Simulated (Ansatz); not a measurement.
**UB3LYP/6-31G(d) (spherical functions) run of C2H6B (SMILES [CH2]BC)**

Aim: the vertical electron affinity of C2H6B at UB3LYP/6-31G* (spherical functions), from 2 runs. 

Program for the calculation: Ansatz 0.2.0.

45 further runs of the same task are left out: 45 set aside as unsound or not needed.

**1. The molecule**

C2H6B has 9 atoms, charge 0, and is taken as a doublet. As SMILES, `[CH2]BC`. The shape is that of a PBE0-D4/def2-TZVP optimisation. This is one conformer, not always the lowest.

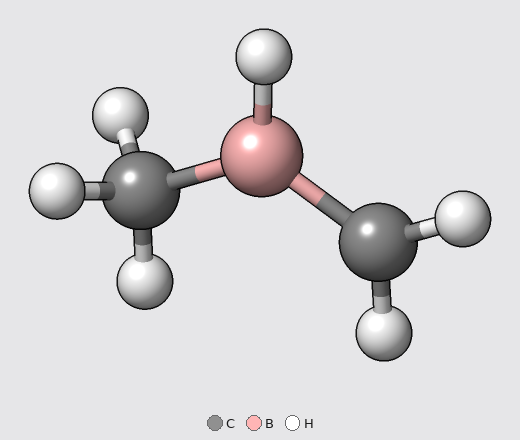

Viewed from a chosen angle; carbon grey, boron pink, hydrogen white.

**2. A single-point energy at UB3LYP/6-31G(d) (spherical functions)**

Input file in.yaml:

```yaml
crystal:
  periodic: [false, false, false]
  atoms:
    - {symbol: C, position_ang: [-0.840100, 0.743300, -1.023500]}
    - {symbol: B, position_ang: [0.191800, 0.540800, 0.089100]}
    - {symbol: C, position_ang: [0.525000, -0.860100, 0.691800]}
    - {symbol: H, position_ang: [-1.406600, -0.078400, -1.457800]}
    - {symbol: H, position_ang: [-1.074500, 1.714900, -1.450600]}
    - {symbol: H, position_ang: [0.769100, 1.506600, 0.513000]}
    - {symbol: H, position_ang: [-0.036500, -1.695300, 0.267500]}
    - {symbol: H, position_ang: [1.596100, -1.069200, 0.576400]}
    - {symbol: H, position_ang: [0.364200, -0.849200, 1.777100]}
basis:
  gaussian:
    orbitals: 6-31G_st_-spherical.json
total_charge: 0
magnetization:
  spin_polarized: true
  initial_magnetization: 1
hamiltonian:
  xc: {name: B3LYP}
accuracy: high
output: {orbitals: {seedname: orbitals}}
```

The basis set 6-31G* is read from a file made from the Basis Set Exchange's data (not shown).

The run is started by

```bash
ansatz run in.yaml --threads 1 --pin off --max-ram 3480MiB --events-out events.jsonl --progress --plain --runs-dir runs
```

What it wrote:

```text
Warning: RAYON_NUM_THREADS=1 ignored (pool sized by the plan → 1); use --threads N
Functional definition: B3LYP
  name "B3LYP"
  parameter a0 = 0.2
  parameter ax = 0.72
  parameter ac = 0.81
  exchange = (1 - a0 - ax)*slater_x + ax*b88_x + a0*exact_x
  correlation = (1 - ac)*vwn_rpa_c + ac*lyp_c
1338 factors; integrals over basis functions are off by at most 3.3e-9 eV
mean field evaluation 1: about -2841.6124 eV, gradient 3.2e1 eV
mean field evaluation 2: about -2840.9213 eV, gradient 3.3e1 eV
mean field evaluation 4: about -2846.6448 eV, gradient 8.0e-1 eV
mean field evaluation 8: about -2846.7981 eV, gradient 9.3e-2 eV
mean field evaluation 16: about -2846.7982 eV, gradient 6.0e-5 eV
mean field -2846.79815624 eV, -104.6179026129 hartree, gradient 2.0e-8 eV, S^2 0.752311; 0 other end points of the search recorded, 0 dependent functions left out
reference -2846.79818927 eV, -104.6179038267 hartree; 12, 11 occupied and 42, 43 virtual orbitals, 1338 factors
Total energy: -2846.79818927 eV, -104.6179038267 hartree
```

It took 5.7 s on 1 thread of Arm Neoverse V2, shared host; peak memory 0.2 GiB.

**3. The singlet anion**

in.yaml: that of step 2 with these lines changed.

```diff
@@ -1 +1,3 @@
+basis:
+  gaussian: {orbitals: 6-31G_st_-spherical.json}
 crystal:
@@ -12,11 +14,4 @@
     - {symbol: H, position_ang: [0.364200, -0.849200, 1.777100]}
-basis:
-  gaussian:
-    orbitals: 6-31G_st_-spherical.json
-total_charge: 0
-magnetization:
-  spin_polarized: true
-  initial_magnetization: 1
-hamiltonian:
-  xc: {name: B3LYP}
+total_charge: -1
+hamiltonian: {xc: {name: B3LYP}}
 accuracy: high
```

The basis set 6-31G* is read from a file made from the Basis Set Exchange's data (not shown).

The run is started by

```bash
ansatz run in.yaml --threads 1 --pin off --max-ram 3480MiB --events-out events.jsonl --progress --plain --runs-dir runs
```

What it wrote:

```text
Warning: RAYON_NUM_THREADS=1 ignored (pool sized by the plan → 1); use --threads N
Functional definition: B3LYP
  name "B3LYP"
  parameter a0 = 0.2
  parameter ax = 0.72
  parameter ac = 0.81
  exchange = (1 - a0 - ax)*slater_x + ax*b88_x + a0*exact_x
  correlation = (1 - ac)*vwn_rpa_c + ac*lyp_c
1338 factors; integrals over basis functions are off by at most 3.3e-9 eV
mean field evaluation 1: about -2844.0618 eV, gradient 3.6e1 eV
mean field evaluation 2: about -2840.5362 eV, gradient 4.9e1 eV
mean field evaluation 4: about -2847.5062 eV, gradient 1.9e0 eV
mean field evaluation 8: about -2847.5083 eV, gradient 9.8e-2 eV
mean field evaluation 16: about -2847.5084 eV, gradient 7.5e-7 eV
mean field -2847.50836132 eV, -104.6440021679 hartree, gradient 2.2e-8 eV, S^2 0.000000; 0 other end points of the search recorded, 0 dependent functions left out
reference -2847.50839810 eV, -104.6440035195 hartree; 12, 12 occupied and 42, 42 virtual orbitals, 1338 factors
Total energy: -2847.50839810 eV, -104.6440035195 hartree
```

Wall time 2.5 s (1 thread of Arm Neoverse V2, shared host); peak memory 0.15 GiB.

**4. Results**

Level: UB3LYP/6-31G* (spherical functions).

| quantity | value |
| --- | --- |
| doublet C2H6B: total energy | -104.61790 Eh |
| doublet C2H6B: HOMO energy (highest over α and β) | -7.01 eV |
| doublet C2H6B: LUMO energy (lowest over α and β) | -3.25 eV |
| doublet C2H6B: ⟨S²⟩ | 0.752 |
| singlet anion: total energy | -104.64400 Eh |
| singlet anion: HOMO energy | 1.85 eV |
| singlet anion: LUMO energy | 7.94 eV |
| singlet anion: HOMO–LUMO gap (to an unbound level, set by the basis) | 6.09 eV |
| vertical electron affinity (to the singlet anion) | 0.710 eV |

In words: At fixed nuclei the extra electron is bound by 0.71 eV (68.5 kJ/mol). The basis has no diffuse functions, so the error can be as large as this value. The HOMO (singlet anion) lies at positive energy, 1.85 eV; only total energies tell whether the electron is bound.
